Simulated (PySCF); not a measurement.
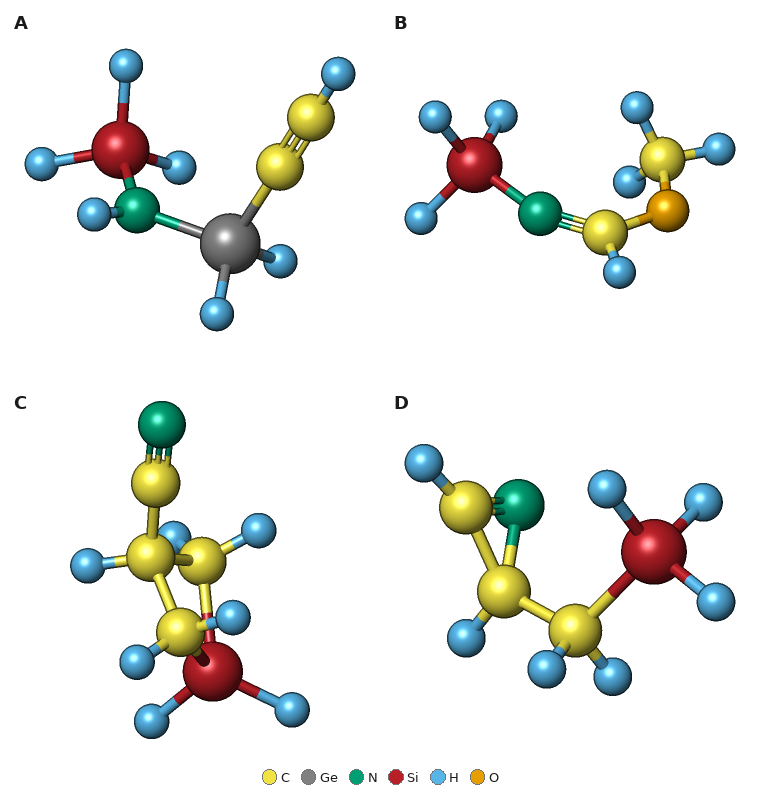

Figure made from data computed with PySCF.

```xyz
12
charge 0, multiplicity 1
Si    1.4121   -0.1896    0.2307
C    -0.0166   -0.1713   -1.0112
C    -1.3870    0.1082   -0.4434
C    -1.8012   -0.2760    0.8910
N    -1.5241    0.9443    0.8207
H     2.6625   -0.5598   -0.5006
H     1.6057    1.1384    0.8824
H     1.1654   -1.2134    1.2944
H    -0.0199   -1.1506   -1.5231
H     0.2224    0.5723   -1.7916
H    -2.1679    0.2915   -1.1953
H    -2.1297   -1.0016    1.6401
```

Which picture belongs to the input above?

Answer. D. The file holds C3H7NSi, `[SiH3]C[C@H]1C=N1`.
